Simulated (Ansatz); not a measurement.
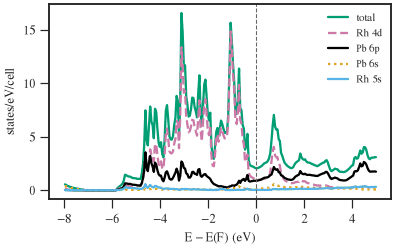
Figure. Total and projected density of states of RhPb in space group P6/mmm (No. 191; Rh on 3f, Pb on 2d, Pb on 1a), plane-wave PAW PBEsol (Ansatz code)

Problem. Which orbitals carry the states next to the Fermi level?

Solution. Within 0.5 eV of the Fermi level: Rh 4d 55 %, Pb 6p 36 %. Projections are on Löwdin-orthogonalised atomic valence shells; empty p or d shells of many metals are not among them.

Problem. Where is the tallest occupied peak in this window, and what makes it?

Solution. Near -3.1 eV, about 17 states/eV per cell; the largest projected share is Rh 4d.

The workflow started from a Materials Project entry (that database holds measured and hypothetical structures alike); the Crystallography Open Database files this formula in space group No. 191, but the cells were not matched. Whether it is the stable phase at ambient conditions was not checked. The cell was relaxed with PBEsol under the symmetry of its start. At this level the phase is dynamically unstable (imaginary phonons). The run is not spin-polarised. Scalar-relativistic: spin–orbit coupling is off unless named, which matters more the heavier the elements.

Potentials: the later of the program's two PAW sets.
